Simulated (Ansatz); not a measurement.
# How thick a slab does the work function of Ni need?

Slabs of Ni from 1 to 13 layers are run on 3 faces. From which thickness on does the work function stay within 0.05 eV of the thickest slab's, and does that depend on the face?

**Method.** Ansatz 0.2.0, plane waves with PAW datasets (its set soft_2), PBE; symmetric slabs at bulk places and the tabulated experimental lattice constant, 18 Å of vacuum, one k-mesh a face (spacing 0.16 Å⁻¹, 2π included), Fermi-Dirac smearing of 0.1 eV, spin-polarised.

The runs side by side:

```
layers  Ni(100) (eV)  Ni(110) (eV)  Ni(111) (eV)
     1         5.115         4.938         5.347
     2         4.970         4.503         5.050
     3         4.903         4.534         5.057
     4         4.884         4.434         5.077
     5         4.904         4.530         5.069
     6         4.907         4.466         5.069
     7         4.909         4.534         5.066
     8         4.902         4.489         5.066
    10         4.905         4.508         5.065
    13         4.903         4.494         5.067
```

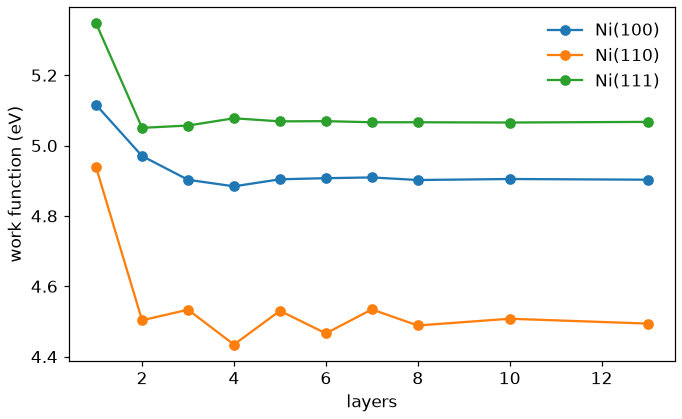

Work function against thickness.

**Answer.** Within 0.05 eV of the 13-layer value: Ni(100) from 3 layers on, Ni(110) from 5 layers on and Ni(111) from 2 layers on. In length between the outer atoms these thicknesses are 3.5 Å, 5.0 Å and 2.0 Å; the faces differ a good deal. From four layers on the values span 0.012 to 0.100 eV, most on Ni(110). Thirteen layers cost about 8 to 10 times the CPU time of four.

**Limits.** The 13-layer slab is the reference and is itself not proved converged. Thicknesses missing from the table have no sound run at this vacuum, and where values alternate they could fall outside the band. The smearing damps swings with thickness. The slabs are unrelaxed and unreconstructed, and the CPU ratio is rough.

[Logs are printed without paths, hosts, clocks, repeated set-up lines and the standing remarks that a program may print on its own settings, such as how far it seeks lower states.]
